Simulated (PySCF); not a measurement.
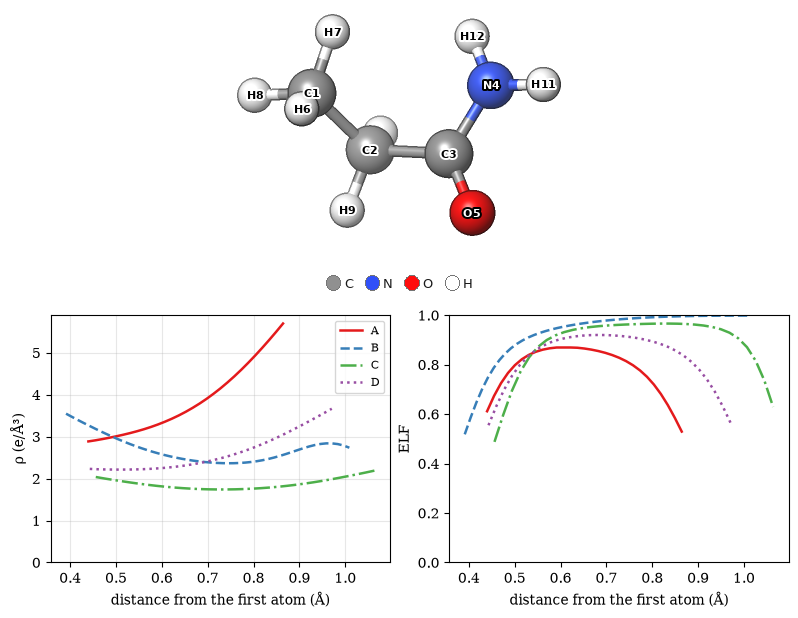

The picture shows: C$_{3}$H$_{7}$NO. Electron density and ELF along straight lines between neighbouring atoms. The curves leave out the atomic cores. The structure is drawn too.

Geometry: PBE0-D3(BJ)/def2-SVP.

Computed with PySCF 2.14.0, B3LYP/pcSseg-2, SCF density, gas phase, non-relativistic.

The calculation's input:

```
{"job": {"xc": "B3LYP", "basis": "pcSseg-2", "kind": "nmr", "pop": true}, "charge": 0, "multiplicity": 1}
C     -1.102862     0.939407    -0.076345
C     -0.691471    -0.523900    -0.195204
C      0.742250    -0.786309     0.233226
N      1.691979    -0.179909    -0.532004
O      1.025630    -1.472821     1.192063
H     -0.959857     1.305119     0.951878
H     -0.519268     1.592827    -0.743962
H     -2.164168     1.070682    -0.334914
H     -1.316306    -1.157177     0.448584
H     -0.825189    -0.874355    -1.233266
H      2.663610    -0.311218    -0.283481
H      1.464503     0.378088    -1.341096
```

Run with:

```sh
OMP_NUM_THREADS=1 python ens_run.py task.json out
```

Which curve belongs to which contact (C–C, C–N, C–O and N–H)? The first atom named is at distance zero.

Answer. Curve A: C–O (1.21 Å): ρ at the midpoint is about 3.4 e/Å³; the ELF peaks at about 0.85 between the atoms (a multiple bond). Curve B: N–H (1.01 Å): the density is about 2.9 e/Å³ at the midpoint; the ELF climbs to about 1 towards the hydrogen, as it does in any bond to H: an ordinary covalent bond to hydrogen. Curve C: C–C (1.52 Å): ρ at the midpoint is about 1.7 e/Å³; the ELF peaks at about 0.95 between the atoms; a shared electron pair. Curve D: C–N (1.36 Å): the density is about 2.4 e/Å³ at the midpoint; the ELF peaks at about 0.90 between the atoms (a covalent bond).
